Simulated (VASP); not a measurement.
Input:

```yaml
crystal:
  lattice:
    - [0.00000, 1.77952, 1.77952]
    - [1.77952, 0.00000, 1.77952]
    - [1.77952, 1.77952, 0.00000]
  atoms:
    - { symbol: C, position: [0.00000, 0.00000, 0.00000] }
    - { symbol: C, position: [0.25000, 0.25000, 0.25000] }
```

These are PBE GGA with D4 dispersion, VASP's PBE PAW potentials (set 64) (plane waves; VASP) values and carry that method's errors. Settings: 520 eV cut-off, 14×14×14 Γ-centred mesh, tetrahedra with Blöchl corrections, potentials C.

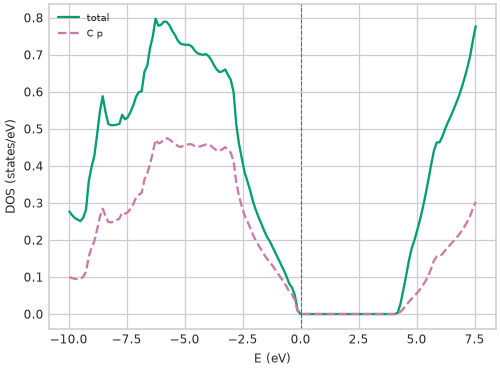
Total and projected density of states, zero at the valence-band maximum

Within 2 eV below the valence-band maximum the largest weight inside VASP's projection spheres is C p.

It has a band gap.

The compound is C in the diamond structure. It was relaxed first.
